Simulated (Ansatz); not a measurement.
## Hypothetical diamond Ca: thickness series

The parent structure is Ca in the diamond structure (space group Fd-3m, No. 227; a hypothetical phase, not in the database extracts checked).

```yaml
crystal:
  lattice:
    - [0.00000, 4.21632, 4.21632]
    - [4.21632, 0.00000, 4.21632]
    - [4.21632, 4.21632, 0.00000]
  atoms:
    - { symbol: Ca, position: [0.75000, 0.75000, 0.75000] }
    - { symbol: Ca, position: [0.50000, 0.50000, 0.50000] }
```

Cartesian axes are those of the cell as printed.

Free-standing slabs (2 atom(s) a layer) normal to [110] with 15 Å of vacuum; in-plane cell held at bulk.

Method: PBEsol (Ansatz, a program for electronic structure; PAW; 420 eV plane waves; scalar-relativistic without spin-orbit coupling).

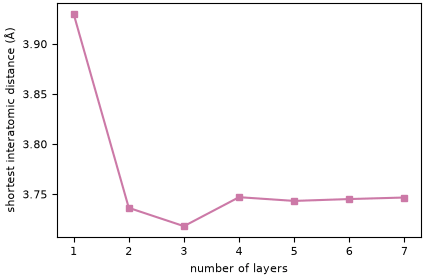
Figure. Shortest interatomic distance against number of layers

| number of layers | shortest interatomic distance |
|---|---|
| 1 | 3.930 Å |
| 2 | 3.736 Å |
| 3 | 3.718 Å |
| 4 | 3.747 Å |
| 5 | 3.743 Å |
| 6 | 3.745 Å |
| 7 | 3.747 Å |

No phonon test of stability was made.
